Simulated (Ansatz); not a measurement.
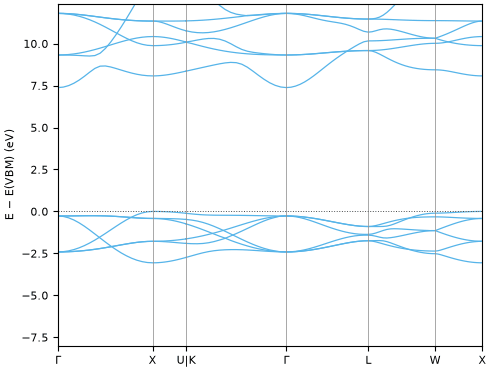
Band structure from the program Ansatz at the LDA level (PAW)

Read off the gap and where the band edges lie.

About 7.4 eV (7.38 eV by a search for the band edges); maximum at X, minimum at Γ.

The material is CaF$_{2}$ (fluorite, Fm-3m).

The cell was relaxed with LDA under the symmetry of its start.

Potentials: the later of the program's two PAW sets.
